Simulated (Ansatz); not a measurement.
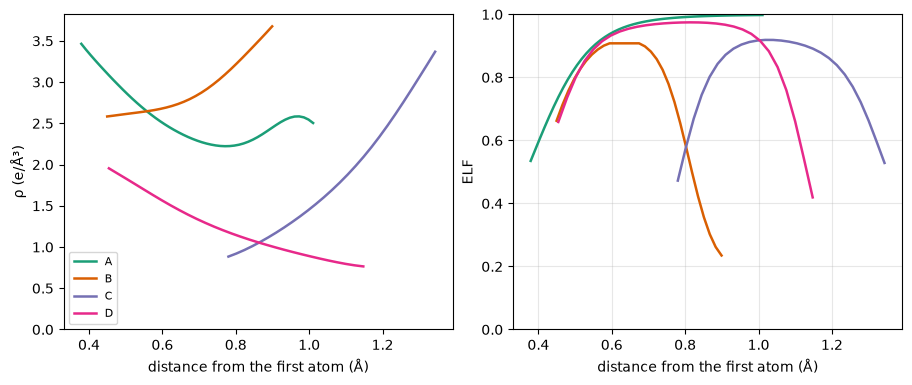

Figure. CH$_{7}$N$_{3}$Si. Total electron density and electron localisation function along straight lines between neighbouring atoms. The curves leave out the atomic cores.

All numbers below come from Ansatz 0.2.0, RKS B3LYP-D4/def2-SVP.

```yaml
atoms:
  - { symbol: N, position_ang: [-1.5322, -0.6470, 0.8189] }
  - { symbol: C, position_ang: [-0.2807, -0.7674, 0.5563] }
  - { symbol: N, position_ang: [0.3899, -1.9218, 0.8784] }
  - { symbol: Si, position_ang: [0.7045, 0.6237, -0.3109] }
  - { symbol: N, position_ang: [-0.4766, 1.6098, -1.1088] }
  - { symbol: H, position_ang: [-1.8688, 0.2582, 0.4772] }
  - { symbol: H, position_ang: [1.4000, -1.9556, 0.8636] }
  - { symbol: H, position_ang: [-0.0898, -2.5907, 1.4734] }
  - { symbol: H, position_ang: [1.7562, -0.0037, -1.1780] }
  - { symbol: H, position_ang: [1.3991, 1.4992, 0.6777] }
  - { symbol: H, position_ang: [-1.0134, 1.2360, -1.8862] }
  - { symbol: H, position_ang: [-0.3111, 2.6040, -1.2279] }
```

Q: Which curve belongs to which contact (C–N, C–Si, N–H and Si–N)? The first atom named is at distance zero.

A: Curve A: N–H (1.01 Å): ρ at the midpoint is about 2.9 e/Å³; the ELF climbs to about 1 towards the hydrogen, as it does in any bond to H (a covalent bond by its length). Curve B: C–N (1.28 Å): ρ is about 2.7 e/Å³ halfway; the ELF peaks at about 0.90 between the atoms (a covalent bond). Curve C: Si–N (1.73 Å): ρ at the midpoint is about 1.1 e/Å³; the ELF peaks at about 0.90 between the atoms, as expected for a polar covalent bond. Curve D: C–Si (1.91 Å): ρ at the midpoint is about 0.94 e/Å³; the ELF peaks at about 1 between the atoms; localised, covalent bonding.
